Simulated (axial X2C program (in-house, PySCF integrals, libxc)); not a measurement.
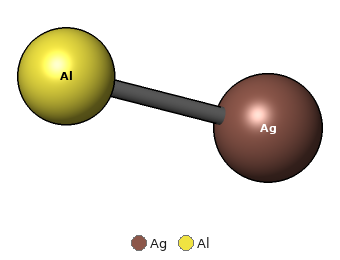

*The molecule at the reference distance of 2.525 Å.*

AgAl: relativistic diatomic calculation

System: AgAl, single determinant with M_S = 0 and |Λ| = 0.
Method: M06, spin-free X2C-1e, Ag dyall-cv3z, Al dyall-v3z (cores contracted) (axial X2C program (in-house, PySCF integrals, libxc)).

The program's output:
```
spin-free X2C-1e  M06
basis functions 199  fitting functions 967  grid points 5084
iter        total energy     max residual
   1      -5558.410813513     3.68e-01
   2      -5558.417734050     6.01e-03
   3      -5558.418209915     1.79e-02
   4      -5558.418269146     1.47e-03
   5      -5558.418279471     4.70e-03
   6      -5558.418292418     2.74e-04
   7      -5558.418292753     1.48e-04
   8      -5558.418292796     3.58e-05
   9      -5558.418292798     1.14e-05
converged
one-electron -7923.31908704  Coulomb 2406.27095566  exact exchange -44.86925457  xc functional -124.55131313  nuclear repulsion 128.05040629
```

The points of the curve:

| R (Å) | E (hartree) | dipole (D; origin at the first atom, positive when the second is positive) | highest filled (eV) | lowest empty (eV) |
| --- | --- | --- | --- | --- |
| 2.197 | −5558.401642 | 0.80 | −5.01 | −2.23 |
| 2.298 | −5558.410675 | 0.85 | −5.01 | −2.19 |
| 2.373 | −5558.414822 | 0.91 | −5.01 | −2.18 |
| 2.449 | −5558.417238 | 1.01 | −5.00 | −2.16 |
| 2.525 | −5558.418293 | 1.14 | −4.99 | −2.16 |
| 2.613 | −5558.418165 | 1.32 | −4.98 | −2.16 |
| 2.702 | −5558.416929 | 1.52 | −4.95 | −2.17 |
| 2.815 | −5558.414189 | 1.80 | −4.92 | −2.18 |
| 2.954 | −5558.409679 | 2.16 | −4.87 | −2.21 |
| 3.156 | −5558.401939 | 2.69 | −4.78 | −2.26 |

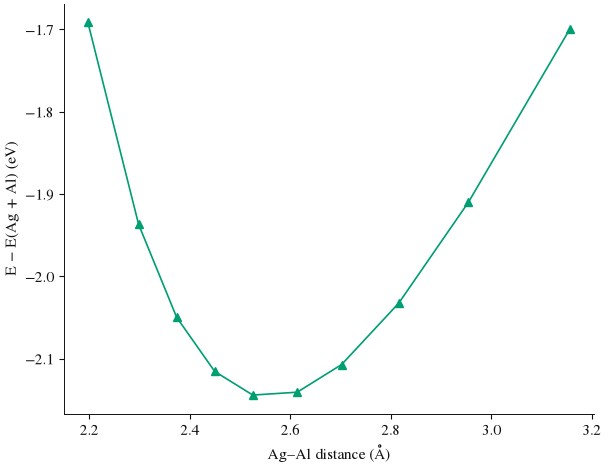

*Energy at 10 bond lengths, for one set of occupations held fixed; the line joins the points.*

A polynomial of degree 6 through 9 points gives rₑ = 2.559 Å, ωₑ = 240.5 cm⁻¹, ωₑxₑ = 0.93 cm⁻¹ and Bₑ = 0.1194 cm⁻¹. The minimum lies 2.15 eV below Ag + Al, each computed as one determinant at the same level.

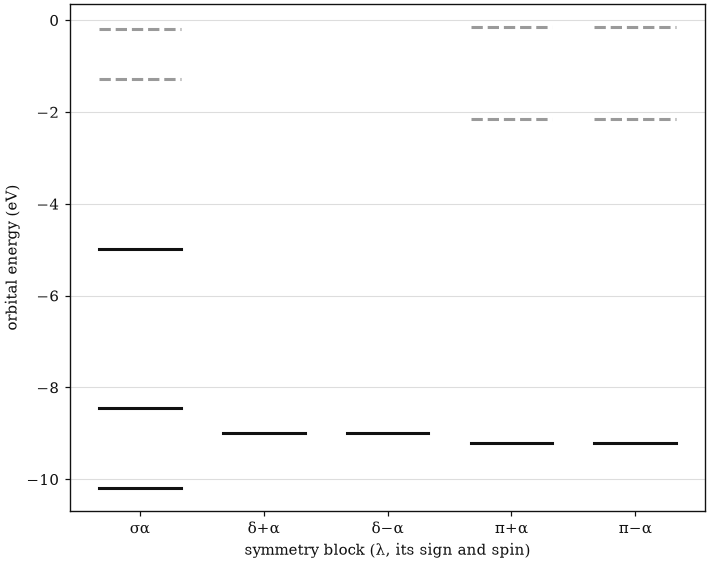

*Orbital energies near the frontier at 2.52 Å, filled (solid) and empty (dashed); a label such as π−α means λ = −1 and α spin, and the β levels equal the α ones.*

The highest filled orbital (σα; 50 % Al p, 40 % Ag s) lies at −4.99 eV, the lowest empty one (π+α; 76 % Al p, 20 % Ag p) at −2.16 eV.

Input:
```
{"zs": [47, 13], "q": 0, "bas": ["dyall-cv3z", "dyall-v3z"], "levels": ["PBE0", "HF", "M06"], "cc": true, "r0": 2.54, "thr": -2.0, "nmax": 90, "npts": 10, "nst": 2, "ntry": 6}
```

The line is the task of a batch: nuclear charges, charge, bases, the levels to run, a first guess of the distance and further settings. This report covers M06 without spin-orbit coupling. The log is that of the reference distance 2.525 Å.

Launched within a batch (the task file carries these settings):
```bash
python <driver script> task.json out
```

Key numbers:

| quantity | value |
| --- | --- |
| outcome | converged |
| bond length rₑ | 2.559 Å |
| ωₑ | 240.5 cm⁻¹ |
| energy at the minimum | −5558.41840 hartree |
| depth below the fragments | 2.15 eV |
| hardware | 1 thread of AMD EPYC (Zen 5), 24 GiB of memory available, shared host |
| wall time | 6.6 s |
| peak memory | 0.9 GiB |
